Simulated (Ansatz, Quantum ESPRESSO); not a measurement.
# arsenene, 3 layers, AB stacking: the gap along the path at a withheld member of a series

Method. Quantum ESPRESSO 7.5, PBE, GBRV ultrasoft. Cell and atoms are relaxed without a field with a D3(BJ) correction and then held. Sawtooth field with dipole correction, 17 Å of vacuum in the starting cell, Fermi-Dirac smearing of 0.002 Ry; bands along a path at each field. The series steps the field along the normal.

```
field along the normal  gap along the path (eV)
                 0 V/Å                  −0.0762
              0.05 V/Å                  −0.0741
               0.1 V/Å                  −0.0724
               0.2 V/Å                  −0.0699
               0.3 V/Å                  −0.0686
```

To predict: What is the gap along the path at 0.4 V/Å?

**Fit.** The rows at 0.2 V/Å and 0.3 V/Å give a slope of (−0.0686 − (−0.0699))/(0.3 − (0.2)) = 0.013, so a straight line gives −0.0673 eV. A parabola through these and the row at 0.1 V/Å gives −0.0685 eV.

**The withheld run.** −0.0685 eV. The line misses by +0.0012 and the parabola by 0.0000 eV. The parabola does better.

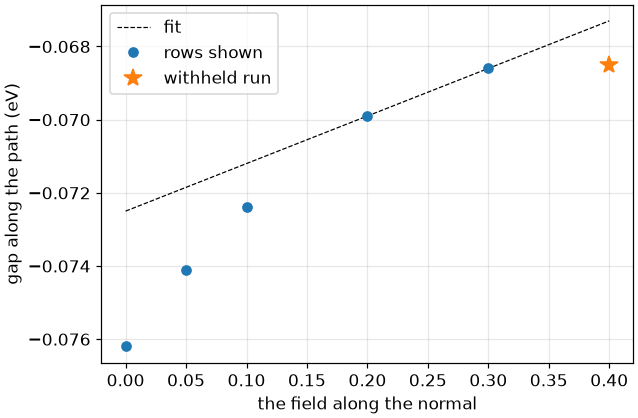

The rows shown, the fit and the withheld run.

Caveats: Ions are held; semilocal gaps are too small; in strong fields empty levels can belong to the vacuum; one stacking. Members without a usable value, or on the other side of zero field or charge, are not listed.

[Logs are printed without paths, hosts, clocks, repeated set-up lines and the standing remarks that a program may print on its own settings, such as how far it seeks lower states.]
